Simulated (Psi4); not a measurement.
# BSiH5F− (SMILES [BH3-][SiH2]F): CCSD/6-311+G(d,p)

Aim: the energy change on altering one bond length of BSiH5F− at CCSD/6-311+G**, from 2 runs. 

The results are computed with Psi4 1.11.

**1. The molecule**

BSiH5F− has 8 atoms, charge -1, and is taken as a singlet. SMILES: `[BH3-][SiH2]F`. The shape is that of a GFN2-xTB optimisation.

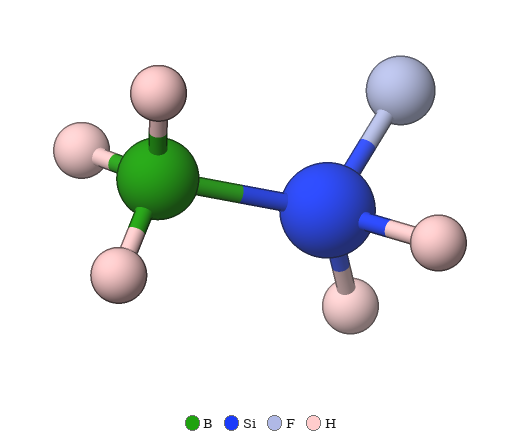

Viewed from a chosen angle; boron green, silicon blue, fluorine light blue, hydrogen pink.

**2. A single-point energy at CCSD/6-311+G(d,p)**

Input file calc.py:

```python
import psi4

psi4.set_memory(1600000000)
psi4.set_num_threads(1)
psi4.core.set_output_file('psi4.out', False)

m = psi4.geometry("""
-1 1
B     -1.39985242     1.36553499    -0.76858941
Si     0.97872695    -1.11716829     0.60431552
F      4.04042343    -0.31632126     0.73517905
H     -3.55036075     0.48898553    -0.70730559
H     -0.91867146     1.89127570    -2.97027152
H     -1.40540822     3.32773212     0.45837197
H      0.83393614    -2.01550630     3.28608255
H      1.42120633    -3.62453250    -0.63778257
units bohr
symmetry c1
no_reorient
no_com
""")

psi4.set_options({
    'basis': '6-311+G**',
    'reference': 'rhf',
    'puream': True,
    'e_convergence': 1e-09,
    'd_convergence': 1e-08,
    'scf_type': 'pk',
    'num_frozen_docc': 7,
})

e_tot = psi4.energy("ccsd")
print('E =', round(e_tot, 9))
for k, v in sorted(psi4.core.scalar_variables().items()):
    print(f'{k:45s} {v:18.10f}')
```

Started as:

```
$ python calc.py
```

psi4.out:

```text
[...]
  Running in c1 symmetry.
[...]
  Nuclear repulsion =  102.669631699127507
[...]
  Multiplicity = 1
[...]
  Nalpha       = 17
  Nbeta        = 17
[...]
    Number of basis functions: 104
[...]
   @RHF iter   1:  -415.93020233243760   -8.95087e-01   4.67284e-03 DIIS/ADIIS
[...]
   @RHF iter  11:  -416.06338310980539   -2.38742e-12   2.35577e-09 DIIS
[...]
    Orbital Energies [Eh]
    ---------------------
    Doubly Occupied:
       1A    -68.605089     2A    -26.074800     3A     -7.330889
       4A     -5.948855     5A     -4.056119     6A     -4.054890
       7A     -4.053720     8A     -1.367660     9A     -0.575844
      10A     -0.495975    11A     -0.457531    12A     -0.456005
      13A     -0.393398    14A     -0.283644    15A     -0.241100
      16A     -0.232449    17A     -0.196230
[...]
  @RHF Final Energy:  -416.06338310980539
   => Energetics <=
    Nuclear Repulsion Energy =            102.6696316991275069
    One-Electron Energy =                -787.8176331665345060
    Two-Electron Energy =                 269.0846183576015846
    Total Energy =                       -416.0633831098053861
[...]
 Multipole Moments:
 ------------------------------------------------------------------------------------
     Multipole            Electronic (a.u.)      Nuclear  (a.u.)        Total (a.u.)
 ------------------------------------------------------------------------------------
 L = 1.  Multiply by 2.5417464519 to convert [e a0] to [Debye]
 Dipole X            :        -39.7355683           39.4474281           -0.2881402
 Dipole Y            :         11.0470937          -11.5916179           -0.5445242
 Dipole Z            :        -10.4834240           10.6631765            0.1797525
 Magnitude           :                                                    0.6417494
[...]
      * MP2 total energy                      = -416.508304517288877
[...]
      * CCSD total energy                     = -416.545730589208858
```

On the terminal:

```text
E = -416.545730589
CC D1 DIAGNOSTIC                                    0.0261731461
CC D2 DIAGNOSTIC                                    0.1532903727
CC NEW D1 DIAGNOSTIC                                0.0261731461
CC T1 DIAGNOSTIC                                    0.0121070637
CCSD CORRELATION ENERGY                            -0.4823474794
CCSD DOUBLES ENERGY                                -0.4823474794
CCSD ITERATIONS                                    16.0000000000
CCSD OPPOSITE-SPIN CORRELATION ENERGY              -0.3911099582
CCSD SAME-SPIN CORRELATION ENERGY                  -0.0912375212
CCSD SINGLES ENERGY                                 0.0000000000
CCSD TOTAL ENERGY                                -416.5457305892
CURRENT CORRELATION ENERGY                         -0.4823474794
CURRENT ENERGY                                   -416.5457305892
CURRENT REFERENCE ENERGY                         -416.0633831098
DD SOLVATION ENERGY                                 0.0000000000
HF KINETIC ENERGY                                 416.0465305479
HF POTENTIAL ENERGY                              -832.1099136577
HF TOTAL ENERGY                                  -416.0633831098
HF VIRIAL RATIO                                     2.0000405064
MP2 CORRELATION ENERGY                             -0.4449214075
MP2 DOUBLES ENERGY                                 -0.4449214075
MP2 OPPOSITE-SPIN CORRELATION ENERGY               -0.3465706181
MP2 SAME-SPIN CORRELATION ENERGY                   -0.0983507893
MP2 SINGLES ENERGY                                 -0.0000000000
MP2 TOTAL ENERGY                                 -416.5083045173
NUCLEAR REPULSION ENERGY                          102.6696316991
ONE-ELECTRON ENERGY                              -787.8176331665
PCM POLARIZATION ENERGY                             0.0000000000
PE ENERGY                                           0.0000000000
SCF ITERATION ENERGY                             -416.0633831098
SCF ITERATIONS                                     11.0000000000
SCF TOTAL ENERGY                                 -416.0633831098
TWO-ELECTRON ENERGY                               269.0846183576
```

Wall time 24 s (1 thread of Intel Xeon 6975P-C (Granite Rapids), shared host); peak memory 1 GiB.

**3. The distorted shape**

Input file run_ase.py:

```python
import numpy as np
from ase.calculators.psi4 import Psi4
from ase import Atoms

atoms = Atoms(['B', 'Si', 'F', 'H', 'H', 'H', 'H', 'H'], positions=[
    [-1.021756, 2.314850, 0.382044],
    [0.236934, 1.001060, 1.108554],
    [1.857114, 1.424850, 1.177804],
    [-2.159756, 1.851000, 0.414474],
    [-0.767126, 2.593060, -0.783036],
    [-1.024696, 3.353200, 1.031324],
    [0.160314, 0.525680, 2.527684],
    [0.752070, -1.918020, -0.337500],
])
calc = Psi4(atoms=atoms, method='ccsd', basis='6-311+G**', memory='1600MB', num_threads=1, charge=-1, multiplicity=1, label='psi4-calc')
calc.psi4.set_options({'puream': True, 'e_convergence': 1e-09, 'd_convergence': 1e-08, 'scf_type': 'pk', 'num_frozen_docc': 7})
atoms.calc = calc

print(f'energy: {atoms.get_potential_energy():.6f} eV')
```

Started as:

```
$ python run_ase.py
```

psi4-calc.dat:

```text
[...]
  Running in c1 symmetry.
[...]
  Nuclear repulsion =   98.661531348419217
[...]
  Multiplicity = 1
[...]
  Nalpha       = 17
  Nbeta        = 17
[...]
    Number of basis functions: 104
[...]
   @RHF iter   1:  -415.75975235678737   -1.00797e+00   4.68623e-03 DIIS/ADIIS
[...]
   @RHF iter  12:  -415.92033881577811   -8.75389e-12   4.33168e-09 DIIS
[...]
    Orbital Energies [Eh]
    ---------------------
    Doubly Occupied:
       1A    -68.729122     2A    -26.146013     3A     -7.395317
       4A     -6.067353     5A     -4.172793     6A     -4.171942
       7A     -4.170408     8A     -1.433979     9A     -0.631330
      10A     -0.554790    11A     -0.522020    12A     -0.509518
      13A     -0.432913    14A     -0.302412    15A     -0.292044
      16A     -0.271513    17A     -0.119460
[...]
  @RHF Final Energy:  -415.92033881577811
   => Energetics <=
    Nuclear Repulsion Energy =             98.6615313484192171
    One-Electron Energy =                -777.3178874722856335
    Two-Electron Energy =                 262.7360173080883214
    Total Energy =                       -415.9203388157781092
[...]
 Multipole Moments:
 ------------------------------------------------------------------------------------
     Multipole            Electronic (a.u.)      Nuclear  (a.u.)        Total (a.u.)
 ------------------------------------------------------------------------------------
 L = 1.  Multiply by 2.5417464519 to convert [e a0] to [Debye]
 Dipole X            :          5.1838989           -4.8529790            0.3309199
 Dipole Y            :          3.6588387           -1.4081632            2.2506755
 Dipole Z            :          3.3414372           -1.4749697            1.8664676
 Magnitude           :                                                    2.9425753
[...]
      * MP2 total energy                      = -416.369477524969284
[...]
      * CCSD total energy                     = -416.417867972425654
```

The script printed:

```text
energy: -11331.307353 eV
```

Wall time 28 s (1 thread of Intel Xeon 6975P-C (Granite Rapids), shared host); peak memory 1 GiB.

**4. Outcome**

Level: CCSD/6-311+G**, 7 core orbitals frozen.

| quantity | value |
| --- | --- |
| first shape: total energy | -416.54573 Eh |
| first shape: HOMO energy (Hartree–Fock orbitals) | -5.34 eV |
| first shape: LUMO energy (Hartree–Fock orbitals) | 5.10 eV |
| first shape: HOMO–LUMO gap (to an unbound level, set by the basis) | 10.44 eV |
| first shape: correlation energy (7 core orbitals frozen) | -482.3 mEh |
| first shape: T1 diagnostic | 0.012 |
| distorted shape: total energy | -416.41787 Eh |
| distorted shape: HOMO energy (Hartree–Fock orbitals) | -3.25 eV |
| distorted shape: LUMO energy (Hartree–Fock orbitals) | 4.15 eV |
| distorted shape: HOMO–LUMO gap (to an unbound level, set by the basis) | 7.40 eV |
| distorted shape: correlation energy (7 core orbitals frozen) | -497.5 mEh |
| distorted shape: T1 diagnostic | 0.047 |
| energy change with the Si2–H8 bond stretched from 1.499 to 3.298 Å | 3.479 eV |

With the Si2–H8 bond stretched from 1.499 to 3.298 Å the energy rises by 3.48 eV (336 kJ/mol). The first shape isn't relaxed at this level, so the change isn't measured from a minimum. The T1 diagnostic (distorted shape) of 0.047 is above the customary mark for such species, so a single reference may not serve.
